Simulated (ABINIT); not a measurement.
Band structure of TcRu (P-6m2, 2 atoms in the cell).

```
CELL_PARAMETERS angstrom
      2.77663     0.00000     0.00000
     -1.38832     2.40463     0.00000
      0.00000     0.00000     4.39483
ATOMIC_POSITIONS crystal
  Tc 0.00000 0.00000 0.00000
  Ru 0.33333 0.66667 0.50000
```

Method of the run: PBEsol, norm-conserving pseudopotentials (PseudoDojo nc-sr-04 PBEsol standard) (plane waves; ABINIT 10.0.3).

Settings: pseudos = [Tc.upf, Ru.upf]; ecut = 42 Ha; occopt = 7; tsmear = 0.136 eV; ngkpt = 11 11 6; nshiftk = 1; shiftk = 0 0 0; potentials = PseudoDojo nc-sr-04 PBEsol standard; kptopt = 1; nstep = 80; tolvrs1 = 1e-10; ndtset = 2; getden2 = 1.

The starting cell comes from a database of computed structures (which also holds hypothetical and non-ambient phases and stackings), without a prior relaxation at this level. Its lattice was rescaled by a random factor within 2.5 % of one. Spin polarisation is off.

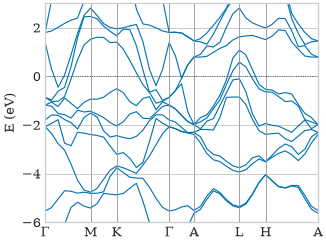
Figure: Bands along the path, energies from the Fermi level.

Levels in eV from the Fermi level, bands 13 to 20:
```tsv
point	13	14	15	16	17	18	19	20
Γ	-1.79	-1.18	-1.18	-0.86	-0.86	1.38	1.80	1.80
M	-1.51	-1.43	-0.94	1.52	2.46	2.80	4.25	6.23
K	-2.44	-2.04	-0.51	1.40	1.66	1.95	7.01	7.09
A	-2.30	-1.99	-1.98	-1.98	0.79	0.79	1.45	1.45
L	-0.85	-0.10	0.58	1.08	1.62	2.80	3.39	3.75
H	-2.39	-1.94	-0.64	-0.54	1.51	1.99	7.95	8.69
```

Bands cross the Fermi level along this path, so the cell is metallic at this level.
